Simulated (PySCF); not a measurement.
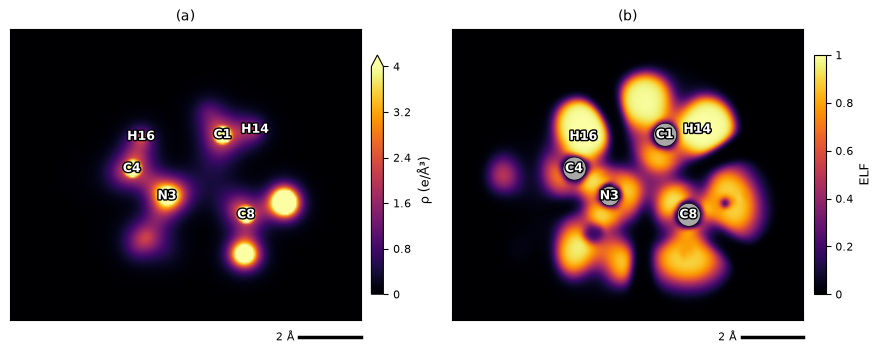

*C6H11F3NP (SMILES CP(N1CCCC1)C(F)(F)F). (a) total electron density; (b) electron localisation function on the plane of atoms N3, C4 and H16. Grey discs cover the atomic cores in the ELF map.*

Geometry: GFN2-xTB.

Level of theory: PBE0/pcSseg-1, SCF density, gas phase, non-relativistic (PySCF).

The calculation's input:

```
{"job": {"kind": "nmr", "xc": "PBE0", "basis": "pcSseg-1"}, "charge": 0, "multiplicity": 1}
C     -2.234263    -1.147309     0.326955
P     -1.009074     0.097729     0.919677
N      0.033424     0.099438    -0.456304
C      0.752053    -1.141900    -0.721607
C      2.022485    -1.094314     0.137142
C      2.289479     0.409892     0.317438
C      1.107846     1.090989    -0.390982
C     -2.046129     1.574673     0.306123
F     -1.445656     2.758908     0.506243
F     -3.207038     1.625276     0.983857
F     -2.360466     1.519908    -0.995004
H     -1.918427    -2.144779     0.627004
H     -2.329920    -1.092346    -0.757554
H     -3.192461    -0.940291     0.802237
H      1.014072    -1.137844    -1.784437
H      0.134315    -2.015530    -0.521826
H      2.850323    -1.610172    -0.345175
H      1.837350    -1.569358     1.101236
H      3.236984     0.715298    -0.121501
H      2.299591     0.676068     1.373918
H      0.783443     2.000232     0.113837
H      1.371658     1.344817    -1.422125
```

Launched as:

```sh
OMP_NUM_THREADS=1 python probes_run.py task.json out
```

Q: Interpret the plot.

A: The plane passes through C, N and H nuclei. C–N (1.46 Å): the density is about 1.9 e/Å³ at the midpoint; the ELF peaks at about 0.90 between the atoms (a covalent bond). C–H (1.09 Å): ρ at the midpoint is about 2 e/Å³; the ELF climbs to about 1 towards the hydrogen, as it does in any bond to H: a covalent bond by its length. The ELF also peaks beside F9 and F10, away from the bonds: lone-pair regions.
